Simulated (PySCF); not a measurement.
Ga(H)(Et)(OEt), SMILES CC[O][GaH][CH2]C (C₄H₁₁GaO) at its GFN2-xTB optimised geometry (Å):

```
17

Ga    -0.8489     1.3212     0.0000
H     -1.8072     2.5503     0.0000
C      1.2100     1.3212     0.0000
C      1.7623     2.7445    -0.0406
H      1.5660     0.7456    -0.8623
H      1.5659     0.7977     0.8950
H      1.4119     3.3194     0.8172
H      1.4337     3.2608    -0.9428
H      2.8527     2.7395    -0.0267
O     -1.9145    -0.0335     0.0037
C     -2.2092    -1.4079    -0.0059
C     -0.9498    -2.2634    -0.0821
H     -2.7670    -1.6510     0.9075
H     -2.8527    -1.6188    -0.8696
H     -0.3126    -2.0513     0.7758
H     -1.2087    -3.3194    -0.0864
H     -0.4002    -2.0231    -0.9916
```

Level of theory: PySCF 2.14.0 with B3LYP/def2-SVP. Cells within 0.4 Å of a nucleus heavier than hydrogen are left out (blank, or x).

Map of the electrostatic potential (hartree/e), clipped to [-0.08, 0.12] on the plane z = 0.0 Å:

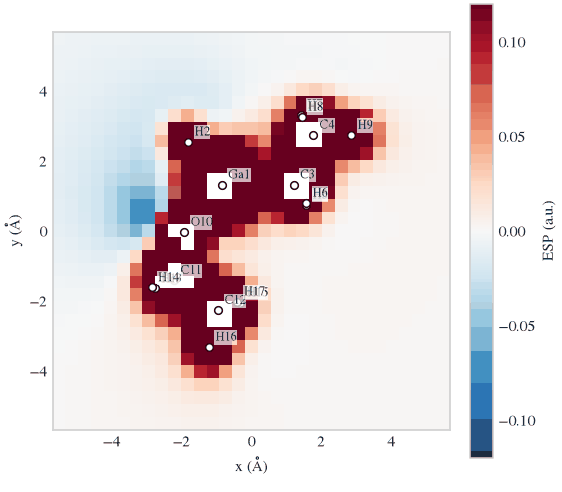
Electrostatic potential (hartree/e), clipped to [-0.08, 0.12] on the plane z = 0.0 Å.
